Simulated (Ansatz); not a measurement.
**Al2H2 (triplet): one geometry, many settings at distance Al1–H3 = 1.780 Å**

What do other methods and options give for Al2H2 (triplet) at this geometry, and how long do they take?

The runs use Ansatz 0.2.0, Gaussian basis; the settings change from run to run.

17 further runs of the same task are left out: 15 that didn't finish, 2 set aside as unsound or not needed.

### 1 What is computed

The geometry derives from a PBE0/def2-TZVP stationary point (not a proven minimum). One bond is set to the value named and the two fragments are kept rigid.

4 atoms, charge 0, spin multiplicity 3.

Atoms are counted from 1 here; the program's logs count them from 0.

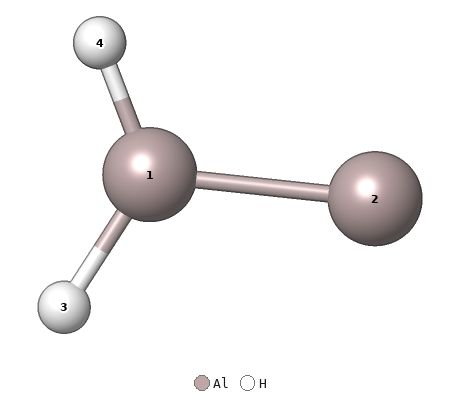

The structure; aluminium light grey, hydrogen white; atoms are numbered from 1 in the order of the file.

### 2 CASCI(2,9)/6-31G

Contents of in.yaml:

```yaml
crystal:
  periodic: [false, false, false]
  atoms:
    - {symbol: Al, position_ang: [0.000000, -0.003076, -1.199406]}
    - {symbol: Al, position_ang: [0.000000, -0.003076, 1.345694]}
    - {symbol: H, position_ang: [0.000000, 1.586171, -2.001088]}
    - {symbol: H, position_ang: [0.000000, -1.421476, -1.914906]}
basis:
  gaussian: {orbitals: 6-31G}
magnetization: {spin_polarized: false, initial_magnetization: 2}
correlation: {active_space: {window: {electrons: 2, orbitals: 9}, fixed_orbitals: true}}
```

On the command line:

```bash
ansatz run in.yaml --threads 1 --pin off --events-out ev --progress --plain --max-ram 2393MiB
```

The log of the run:

```text
Functional definition: HF
  name "HF"
  cite "Fock, Z. Phys. 61, 126 (1930) doi:10.1007/BF01340294"
  parent pbe
  exchange = exact_x
  correlation = 0
340 factors; integrals over basis functions are off by at most 1.5e-4 eV
mean field evaluation 1: about -13192.9034 eV, gradient 6.9e0 eV
mean field evaluation 2: about -13192.9105 eV, gradient 6.9e0 eV
mean field evaluation 4: about -13193.7906 eV, gradient 1.2e0 eV
mean field evaluation 8: about -13193.9304 eV, gradient 1.7e-1 eV
mean field evaluation 16: about -13193.4582 eV, gradient 4.0e-1 eV
mean field evaluation 32: about -13193.9289 eV, gradient 1.7e-1 eV
mean field -13193.93136508 eV, -484.8680344990 hartree, gradient 1.7e-6 eV, S^2 2.000000; 6 other end points of the search recorded, 0 dependent functions left out
reference -13193.93136508 eV, -484.8680344990 hartree; 15, 13 occupied and 15, 17 virtual orbitals, 340 factors
state -13193.95639545 eV, -484.8689543479 hartree
Total energy: -13193.95639545 eV, -484.8689543479 hartree
```

Wall time 0.27 s (1 thread of Intel Xeon 6975P-C, shared host).

From the report: 28 determinants; active occupations 1.00, 1.00, 0.00, 0.00, 0.00, 0.00, 0.00, 0.00, 0.00.

### 3 CASSCF(4,8)/6-31G

in.yaml: that of step 2 with these lines changed.

```diff
@@ -8,4 +8,6 @@
 basis:
-  gaussian: {orbitals: 6-31G}
+  gaussian: {orbitals: 6-31G, fitting: {mean_field: def2-universal-jkfit}}
 magnetization: {spin_polarized: false, initial_magnetization: 2}
-correlation: {active_space: {window: {electrons: 2, orbitals: 9}, fixed_orbitals: true}}
+hamiltonian: {pseudopotentials: {relativity: none}}
+correlation: {active_space: {window: {electrons: 4, orbitals: 8}, states: [{multiplicity: 3, weights: [0.5, 1]}, {multiplicity: 5, weights: [1]}]}}
+output: {forces: true}
```

The command is unchanged.

The log of the run, shortened:

```text
Functional definition: HF
  name "HF"
  cite "Fock, Z. Phys. 61, 126 (1930) doi:10.1007/BF01340294"
  parent pbe
[...]
292 factors; integrals over basis functions are off by at most 1.1e-1 eV
[...]
mean field -13193.93154323 eV, -484.8680410458 hartree, gradient 2.2e-6 eV, S^2 2.000000; 6 other end points of the search recorded, 0 dependent functions left out
reference -13193.93154323 eV, -484.8680410458 hartree; 15, 13 occupied and 15, 17 virtual orbitals, 292 factors
state -13194.68053481 eV, -484.8955659785 hartree
state -13194.04270538 eV, -484.8721261793 hartree
state -13191.17734085 eV, -484.7668259752 hartree
[...]
Total energy: -13193.02412545 eV, -484.8346940575 hartree
Atom 0 at     0.000000    -0.003076    -1.199406 Å, force     0.000000     1.640119    -1.610593 eV/Å
Atom 1 at     0.000000    -0.003076     1.345694 Å, force    -0.000000     0.019056     1.093806 eV/Å
Atom 2 at     0.000000     1.586171    -2.001088 Å, force    -0.000000    -1.600769     0.700417 eV/Å
Atom 3 at     0.000000    -1.421476    -1.914906 Å, force     0.000000    -0.058406    -0.183630 eV/Å
Dipole moment:     0.000000    -0.073997    -0.014297 e Å
```

Run time: 1.7 s. Hardware: 1 thread of Intel Xeon 6975P-C, shared host.

From the report: 784 determinants; active occupations (of the averaged states) 1.56, 0.99, 0.80, 0.60, 0.02, 0.01, 0.01, 0.00.

### 4 NEVPT2(2,8)/6-31G

Contents of in.yaml:

```yaml
crystal:
  periodic: [false, false, false]
  atoms:
    - {symbol: Al, position_ang: [0.000000, -0.003076, -1.199406]}
    - {symbol: Al, position_ang: [0.000000, -0.003076, 1.345694]}
    - {symbol: H, position_ang: [0.000000, 1.586171, -2.001088]}
    - {symbol: H, position_ang: [0.000000, -1.421476, -1.914906]}
basis:
  gaussian: {orbitals: 6-31G}
magnetization: {spin_polarized: false, initial_magnetization: 2}
correlation: {method: sc_nevpt2, electrons: outside_noble_gas, active_space: {window: {electrons: 2, orbitals: 8}}}
output: {forces: true}
```

The command is unchanged.

The log of the run, shortened:

```text
Functional definition: HF
  name "HF"
  cite "Fock, Z. Phys. 61, 126 (1930) doi:10.1007/BF01340294"
  parent pbe
[...]
340 factors; integrals over basis functions are off by at most 1.5e-4 eV
[...]
mean field -13193.93136508 eV, -484.8680344990 hartree, gradient 1.7e-6 eV, S^2 2.000000; 6 other end points of the search recorded, 0 dependent functions left out
reference -13193.93136508 eV, -484.8680344990 hartree; 15, 13 occupied and 15, 17 virtual orbitals, 340 factors
state -13194.01468668 eV, -484.8710965111 hartree
state -13194.01468668 eV, -484.8710965111 hartree; corrected -13195.45660364 eV, -484.9240859820 hartree
WARN: 2 active orbitals are nearly empty or full. The corrections depend on them more than the energy does, and are more stable in an active space without them
[...]
Total energy: -13195.45660364 eV, -484.9240859820 hartree
Atom 0 at     0.000000    -0.003076    -1.199406 Å, force     0.000001     1.624127    -0.704274 eV/Å
Atom 1 at     0.000000    -0.003076     1.345694 Å, force    -0.000001     0.025370     0.231326 eV/Å
Atom 2 at     0.000000     1.586171    -2.001088 Å, force    -0.000000    -1.412655     0.677392 eV/Å
Atom 3 at     0.000000    -1.421476    -1.914906 Å, force    -0.000000    -0.236842    -0.204445 eV/Å
Dipole moment:    -0.000000    -0.064038     0.327101 e Å
```

Run time: 3.8 s. Hardware: 1 thread of Intel Xeon 6975P-C, shared host.

From the report: 64 determinants; active occupations 0.99, 0.99, 0.01, 0.01, 0.00, 0.00, 0.00, 0.00. The report marks this result as in doubt.

### 5 CASCI(2,6)/6-31G

in.yaml: that of step 4 with these lines changed.

```diff
@@ -10,3 +10,2 @@
 magnetization: {spin_polarized: false, initial_magnetization: 2}
-correlation: {method: sc_nevpt2, electrons: outside_noble_gas, active_space: {window: {electrons: 2, orbitals: 8}}}
-output: {forces: true}
+correlation: {active_space: {window: {electrons: 2, orbitals: 6}, fixed_orbitals: true}}
```

Same command.

The log of the run:

```text
Functional definition: HF
  name "HF"
  cite "Fock, Z. Phys. 61, 126 (1930) doi:10.1007/BF01340294"
  parent pbe
  exchange = exact_x
  correlation = 0
340 factors; integrals over basis functions are off by at most 1.5e-4 eV
mean field evaluation 1: about -13192.9034 eV, gradient 6.9e0 eV
mean field evaluation 2: about -13192.9105 eV, gradient 6.9e0 eV
mean field evaluation 4: about -13193.7906 eV, gradient 1.2e0 eV
mean field evaluation 8: about -13193.9304 eV, gradient 1.7e-1 eV
mean field evaluation 16: about -13193.4582 eV, gradient 4.0e-1 eV
mean field evaluation 32: about -13193.9289 eV, gradient 1.7e-1 eV
mean field -13193.93136508 eV, -484.8680344990 hartree, gradient 1.7e-6 eV, S^2 2.000000; 6 other end points of the search recorded, 0 dependent functions left out
reference -13193.93136508 eV, -484.8680344990 hartree; 15, 13 occupied and 15, 17 virtual orbitals, 340 factors
state -13193.94930631 eV, -484.8686938269 hartree
Total energy: -13193.94930631 eV, -484.8686938269 hartree
```

It took 0.45 s on 1 thread of Intel Xeon 6975P-C, shared host.

From the report: 16 determinants; active occupations 1.00, 1.00, 0.00, 0.00, 0.00, 0.00.

### 6 CISDT/6-31G

in.yaml: that of step 5 with these lines changed.

```diff
@@ -10,2 +10,4 @@
 magnetization: {spin_polarized: false, initial_magnetization: 2}
-correlation: {active_space: {window: {electrons: 2, orbitals: 6}, fixed_orbitals: true}}
+hamiltonian: {pseudopotentials: {relativity: scalar}}
+correlation: {active_space: {ras: {orbitals: [3, 2, 15], electrons: 8, max_holes: 3, max_particles: 3}, fixed_orbitals: true}}
+accuracy: high
```

The command is unchanged.

The log of the run:

```text
Functional definition: HF
  name "HF"
  cite "Fock, Z. Phys. 61, 126 (1930) doi:10.1007/BF01340294"
  parent pbe
  exchange = exact_x
  correlation = 0
658 factors; integrals over basis functions are off by at most 2.9e-9 eV
mean field evaluation 1: about -13214.4769 eV, gradient 6.9e0 eV
mean field evaluation 2: about -13214.4847 eV, gradient 6.9e0 eV
mean field evaluation 4: about -13215.3625 eV, gradient 1.2e0 eV
mean field evaluation 8: about -13215.5013 eV, gradient 1.7e-1 eV
mean field evaluation 16: about -13215.5023 eV, gradient 2.6e-8 eV
mean field evaluation 32: about -13215.0620 eV, gradient 2.9e-1 eV
mean field -13215.50233690 eV, -485.6607530918 hartree, gradient 2.6e-8 eV, S^2 2.000000; 6 other end points of the search recorded, 0 dependent functions left out
reference -13215.50233690 eV, -485.6607530918 hartree; 15, 13 occupied and 15, 17 virtual orbitals, 658 factors
state -13217.75037614 eV, -485.7433670100 hartree
Total energy: -13217.75037614 eV, -485.7433670100 hartree
Relativity: scalar
```

Run time: 1.8 s. Hardware: 1 thread of Intel Xeon 6975P-C, shared host.

From the report: 142,588 determinants.

### 7 BCCD on UHF/STO-3G

Contents of in.yaml:

```yaml
crystal:
  periodic: [false, false, false]
  atoms:
    - {symbol: Al, position_ang: [0.000000, -0.003076, -1.199406]}
    - {symbol: Al, position_ang: [0.000000, -0.003076, 1.345694]}
    - {symbol: H, position_ang: [0.000000, 1.586171, -2.001088]}
    - {symbol: H, position_ang: [0.000000, -1.421476, -1.914906]}
basis:
  gaussian: {orbitals: STO-3G}
magnetization: {spin_polarized: true, initial_magnetization: 2}
correlation: {method: bccd, electrons: valence}
output: {forces: true}
```

Same command.

The log of the run, shortened:

```text
Functional definition: HF
  name "HF"
  cite "Fock, Z. Phys. 61, 126 (1930) doi:10.1007/BF01340294"
  parent pbe
[...]
209 factors; integrals over basis functions are off by at most 1.2e-4 eV
[...]
mean field -13033.36337870 eV, -478.9672698363 hartree, gradient 1.3e-6 eV, S^2 2.021162; 8 other end points of the search recorded, 0 dependent functions left out
determinant -13033.36337870 eV, -478.9672698363 hartree, with singles and doubles -13035.47701960 eV, -479.0449447068 hartree
determinant -13033.04249178 eV, -478.9554774594 hartree, with singles and doubles -13034.86682483 eV, -479.0225204624 hartree
determinant -13030.07294236 eV, -478.8463485311 hartree, with singles and doubles -13032.78999089 eV, -478.9461982228 hartree
10 core orbitals not correlated: weight in the atoms' cores, before any rotation towards them, 0.999 or more for the frozen orbitals, at most 0.000 for the correlated occupied ones
reference -13033.36337870 eV, -478.9672698363 hartree; 5, 3 occupied and 5, 7 virtual orbitals, 209 factors
second order -1.28351824 eV of doubles, -0.00000000 eV of singles
cycle   1  -2.12526943 eV  change   -1.2e-2 eV  update   2.1e-2
[...]
cycle  14  -2.11182150 eV  change   -9.8e-8 eV  update   1.4e-7
[...]
Total energy: -13035.47520021 eV, -479.0448778452 hartree
Atom 0 at     0.000000    -0.003076    -1.199406 Å, force    -0.000000     1.907754     1.003182 eV/Å
Atom 1 at     0.000000    -0.003076     1.345694 Å, force    -0.000000     0.016596    -2.704985 eV/Å
Atom 2 at     0.000000     1.586171    -2.001088 Å, force     0.000000    -3.307960     1.369188 eV/Å
Atom 3 at     0.000000    -1.421476    -1.914906 Å, force    -0.000000     1.383611     0.332615 eV/Å
Dipole moment:    -0.000000    -0.049474     0.616168 e Å
```

Run time: 0.61 s. Hardware: 1 thread of Intel Xeon 6975P-C, shared host.

From the report: ⟨S²⟩ of the determinant 2.021 (pure triplet: 2.00); correlation -2.1118 eV; largest double amplitude 0.11.

### 8 CCSD on UHF/def2-SVP

in.yaml: that of step 7 with these lines changed.

```diff
@@ -8,5 +8,5 @@
 basis:
-  gaussian: {orbitals: STO-3G}
+  gaussian: {orbitals: def2-SVP, fitting: {mean_field: def2-universal-jkfit}}
 magnetization: {spin_polarized: true, initial_magnetization: 2}
-correlation: {method: bccd, electrons: valence}
+correlation: {method: ccsd, electrons: outside_noble_gas}
 output: {forces: true}
```

The command is unchanged.

The log of the run, shortened:

```text
Functional definition: HF
  name "HF"
  cite "Fock, Z. Phys. 61, 126 (1930) doi:10.1007/BF01340294"
  parent pbe
[...]
292 factors; integrals over basis functions are off by at most 4.5e-1 eV
[...]
mean field -13191.13485723 eV, -484.7652647309 hartree, gradient 2.1e-6 eV, S^2 2.013674; 12 other end points of the search recorded, 0 dependent functions left out
determinant -13191.13485723 eV, -484.7652647309 hartree, with singles and doubles -13194.61812516 eV, -484.8932724661 hartree
determinant -13190.65668836 eV, -484.7476923488 hartree, with singles and doubles -13193.99217877 eV, -484.8702693607 hartree
determinant -13189.38015766 eV, -484.7007807112 hartree, with singles and doubles -13192.77499035 eV, -484.8255385113 hartree
determinant -13188.29899866 eV, -484.6610488507 hartree, with singles and doubles -13192.08814451 eV, -484.8002973923 hartree
[...]
10 core orbitals not correlated: weight in the atoms' cores, before any rotation towards them, 1.000 or more for the frozen orbitals, at most 0.000 for the correlated occupied ones
reference -13191.13485723 eV, -484.7652647309 hartree; 5, 3 occupied and 31, 33 virtual orbitals, 292 factors
second order -2.60682068 eV of doubles, -0.00000000 eV of singles
cycle   1  -3.48337577 eV  change   -1.1e-4 eV  update   1.3e-3
[...]
cycle  12  -3.48353787 eV  change   -1.7e-7 eV  update   1.5e-7
[...]
Total energy: -13194.61839510 eV, -484.8932823862 hartree
Atom 0 at     0.000000    -0.003076    -1.199406 Å, force     0.000000     1.513223    -0.737619 eV/Å
Atom 1 at     0.000000    -0.003076     1.345694 Å, force    -0.000000     0.019800    -0.075911 eV/Å
Atom 2 at     0.000000     1.586171    -2.001088 Å, force    -0.000000    -1.664297     0.812800 eV/Å
Atom 3 at     0.000000    -1.421476    -1.914906 Å, force    -0.000000     0.131274     0.000730 eV/Å
Dipole moment:     0.000000    -0.056919     0.275148 e Å
```

It took 3.1 s on 1 thread of Intel Xeon 6975P-C, shared host.

From the report: ⟨S²⟩ of the determinant 2.014 (pure triplet: 2.00); correlation -3.4835 eV; T1 0.032; largest double amplitude 0.08.

### 9 CCSDT on ROHF/6-31G

Contents of in.yaml:

```yaml
crystal:
  periodic: [false, false, false]
  atoms:
    - {symbol: Al, position_ang: [0.000000, -0.003076, -1.199406]}
    - {symbol: Al, position_ang: [0.000000, -0.003076, 1.345694]}
    - {symbol: H, position_ang: [0.000000, 1.586171, -2.001088]}
    - {symbol: H, position_ang: [0.000000, -1.421476, -1.914906]}
basis:
  gaussian: {orbitals: 6-31G}
magnetization: {spin_polarized: false, initial_magnetization: 2}
correlation: {method: ccsdt, electrons: outside_noble_gas}
scf: {lower_state_search: full}
output: {forces: true}
```

Launched as before.

The log of the run, shortened:

```text
Functional definition: HF
  name "HF"
  cite "Fock, Z. Phys. 61, 126 (1930) doi:10.1007/BF01340294"
  parent pbe
[...]
612 factors; integrals over basis functions are off by at most 1.4e-7 eV
[...]
mean field -13193.93146175 eV, -484.8680380512 hartree, gradient 2.2e-6 eV, S^2 2.000000; 14 other end points of the search recorded, 0 dependent functions left out
[...]
determinant -13193.93146175 eV, -484.8680380512 hartree, with singles and doubles -13196.18271349 eV, -484.9507700268 hartree
determinant -13193.45210744 eV, -484.8504221053 hartree, with singles and doubles -13195.48357803 eV, -484.9250772725 hartree
determinant -13191.81696601 eV, -484.7903317663 hartree, with singles and doubles -13194.34427763 eV, -484.8832087552 hartree
determinant -13191.12434034 eV, -484.7648782421 hartree, with singles and doubles -13193.78120244 eV, -484.8625161237 hartree
[...]
10 core orbitals not correlated: weight in the atoms' cores, before any rotation towards them, 1.000 or more for the frozen orbitals, at most 0.000 for the correlated occupied ones
reference -13193.93146175 eV, -484.8680380512 hartree; 5, 3 occupied and 15, 17 virtual orbitals, 612 factors
second order -1.48420453 eV of doubles, -0.01961189 eV of singles
cycle   1  -1.92740494 eV  change   -4.2e-1 eV  update   7.9e-2
[...]
cycle  19  -2.33210904 eV  change    3.3e-7 eV  update   1.9e-7
[...]
Total energy: -13196.26357078 eV, -484.9537414775 hartree
Atom 0 at     0.000000    -0.003076    -1.199406 Å, force     0.000000     1.555468    -0.673287 eV/Å
Atom 1 at     0.000000    -0.003076     1.345694 Å, force    -0.000000     0.020496     0.384397 eV/Å
Atom 2 at     0.000000     1.586171    -2.001088 Å, force    -0.000000    -1.135882     0.561043 eV/Å
Atom 3 at     0.000000    -1.421476    -1.914906 Å, force     0.000000    -0.440081    -0.272153 eV/Å
Dipole moment:    -0.000000    -0.054526     0.346679 e Å
```

Run time: 6 s. Hardware: 1 thread of Intel Xeon 6975P-C, shared host.

From the report: correlation -2.3321 eV; T1 0.049; largest double amplitude 0.10.

### 10 CCSDT(Q) on UHF/cc-pVDZ

in.yaml: that of step 9 with these lines changed.

```diff
@@ -8,6 +8,5 @@
 basis:
-  gaussian: {orbitals: 6-31G}
-magnetization: {spin_polarized: false, initial_magnetization: 2}
-correlation: {method: ccsdt, electrons: outside_noble_gas}
-scf: {lower_state_search: full}
+  gaussian: {orbitals: cc-pVDZ}
+magnetization: {spin_polarized: true, initial_magnetization: 2}
+correlation: {method: ccsdt_q, electrons: outside_noble_gas}
 output: {forces: true}
```

Same command.

The log of the run, shortened:

```text
Functional definition: HF
  name "HF"
  cite "Fock, Z. Phys. 61, 126 (1930) doi:10.1007/BF01340294"
  parent pbe
[...]
860 factors; integrals over basis functions are off by at most 1.4e-7 eV
[...]
mean field -13195.53913584 eV, -484.9271189846 hartree, gradient 1.5e-6 eV, S^2 2.017834; 12 other end points of the search recorded, 0 dependent functions left out
determinant -13195.53913584 eV, -484.9271189846 hartree, with singles and doubles -13199.16571695 eV, -485.0603933821 hartree
determinant -13195.03662920 eV, -484.9086522061 hartree, with singles and doubles -13198.51342263 eV, -485.0364220078 hartree
determinant -13193.72315210 eV, -484.8603828130 hartree, with singles and doubles -13197.33127990 eV, -484.9929790640 hartree
determinant -13192.71874521 eV, -484.8234715406 hartree, with singles and doubles -13196.62850083 eV, -484.9671524093 hartree
[...]
10 core orbitals not correlated: weight in the atoms' cores, before any rotation towards them, 1.000 or more for the frozen orbitals, at most 0.000 for the correlated occupied ones
reference -13195.53913584 eV, -484.9271189846 hartree; 5, 3 occupied and 31, 33 virtual orbitals, 860 factors
second order -2.70044865 eV of doubles, -0.00000000 eV of singles
cycle   1  -3.31826061 eV  change   -6.2e-1 eV  update   8.4e-2
[...]
cycle  20  -3.77773161 eV  change   -3.8e-7 eV  update   2.4e-7
perturbative correction -0.00595503 eV, -0.0002188433 hartree
[...]
Total energy: -13199.32282248 eV, -485.0661669038 hartree
Atom 0 at     0.000000    -0.003076    -1.199406 Å, force     0.000000     1.496950    -0.911414 eV/Å
Atom 1 at     0.000000    -0.003076     1.345694 Å, force    -0.000000     0.019910     0.236982 eV/Å
Atom 2 at     0.000000     1.586171    -2.001088 Å, force     0.000000    -1.504091     0.738858 eV/Å
Atom 3 at     0.000000    -1.421476    -1.914906 Å, force    -0.000000    -0.012769    -0.064426 eV/Å
Dipole moment:     0.000000    -0.053255     0.284206 e Å
```

Wall time 66 s (1 thread of Intel Xeon 6975P-C, shared host); peak memory 1 GiB.

From the report: ⟨S²⟩ of the determinant 2.018 (pure triplet: 2.00); correlation -3.7837 eV; T1 0.033; largest double amplitude 0.10.

### 11 The runs in one table

Where basis and cores are those of an earlier FCI/6-31G run (-13196.2680 eV), and the state is the same kind, the miss against it is given. † marks a result that the program doubts.

```
                                     level         correlated  functions  energy (eV)  from FCI (meV)    time
                          CASCI(2,9)/6-31G                            30  -13193.9564          2311.6  0.27 s
CASSCF(4,8)/6-31G (mean of several states)                            30  -13193.0241                   1.7 s
                       NEVPT2(2,8)/6-31G †  outside noble gas         30  -13195.4566           811.4   3.8 s
                          CASCI(2,6)/6-31G                            30  -13193.9493          2318.7  0.45 s
              CISDT/6-31G (relativity set)  outside noble gas         30  -13217.7504                   1.8 s
                        BCCD on UHF/STO-3G            valence         20  -13035.4752                  0.61 s
                      CCSD on UHF/def2-SVP  outside noble gas         46  -13194.6184                   3.1 s
                       CCSDT on ROHF/6-31G  outside noble gas         30  -13196.2636             4.4     6 s
                   CCSDT(Q) on UHF/cc-pVDZ  outside noble gas         46  -13199.3228                    66 s
```

### 12 Outcome

| quantity | value |
| --- | --- |
| runs | 9 |
| quickest | CASCI(2,9)/6-31G, 0.27 s |
| slowest | CCSDT(Q) on UHF/cc-pVDZ, 66 s |

**Reading.** Total energies in different bases, with other cores or another treatment of relativity can't be set against each other. CCSDT(Q) on UHF/cc-pVDZ took 243 times as long as CASCI(2,9)/6-31G; the jobs differ in more than the method. Among the correlated runs with a miss given, it spans +4 to +811 meV. Hartree-Fock, CASSCF and CASCI lack dynamic correlation by design.
